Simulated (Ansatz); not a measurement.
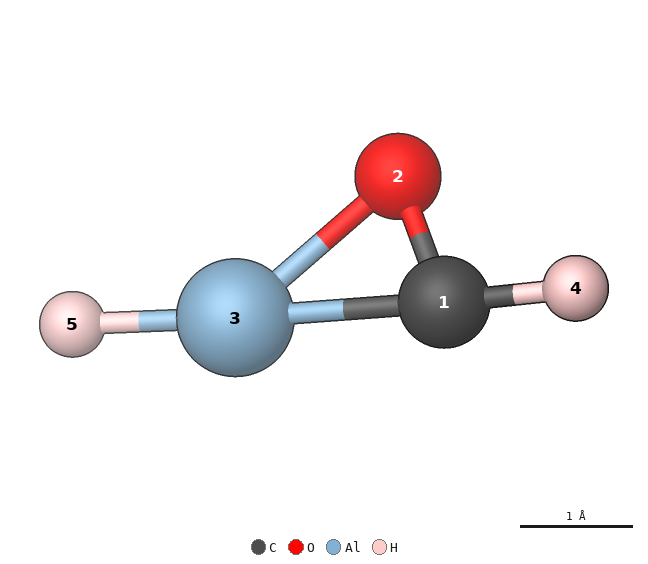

Simulated data, not a measurement (program: Ansatz).

Orthographic view. Atoms fade into the background with distance from the viewer. State: charge +1, singlet. Geometry: atoms displaced at random (about 0.07 Å) from a stationary point of GFN2-xTB.

Give the distance matrix in Å.

| atom | C1 | O2 | Al3 | H4 | H5 |
| --- | --- | --- | --- | --- | --- |
| C1 | 0.00 |  |  |  |  |
| O2 | 1.34 | 0.00 |  |  |  |
| Al3 | 1.96 | 1.93 | 0.00 |  |  |
| H4 | 1.24 | 2.11 | 3.19 | 0.00 |  |
| H5 | 3.47 | 3.23 | 1.52 | 4.71 | 0.00 |
